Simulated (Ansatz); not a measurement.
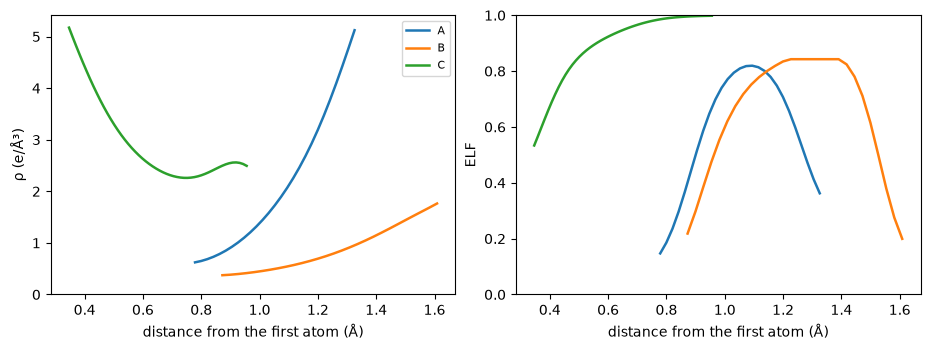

The picture shows: AlClH₂O₂. Electron density and electron localisation function along straight lines between neighbouring atoms. The curves leave out the atomic cores.

All numbers below come from RKS B3LYP-D4/6-31G (Ansatz).

```xyz
6

Al    0.0174   -0.2471    0.0849
Cl   -0.0326    0.1299    2.2326
O     1.5426   -0.3642   -0.6180
H     2.0648   -0.5001   -1.4066
O    -1.4229   -0.4056   -0.7819
H    -2.3791   -0.4114   -0.7874
```

Question: Which curve belongs to which contact (Al–Cl, Al–O and O–H)? The first atom named is at distance zero.

Answer: Curve A: Al–O (1.68 Å): ρ at the midpoint is about 0.73 e/Å³; the ELF peaks at about 0.80 in the valence shell of O, 0.6 Å from its nucleus, and is about 0.30 at the midpoint. Curve B: Al–Cl (2.18 Å): ρ is about 0.54 e/Å³ halfway; the ELF peaks at about 0.85 in the valence shell of Cl, 1.0 Å from its nucleus, and is about 0.75 at the midpoint. Curve C: O–H (0.96 Å): ρ at the midpoint is about 3.5 e/Å³; the ELF climbs to about 1 towards the hydrogen, as it does in any bond to H; a covalent bond by its length.
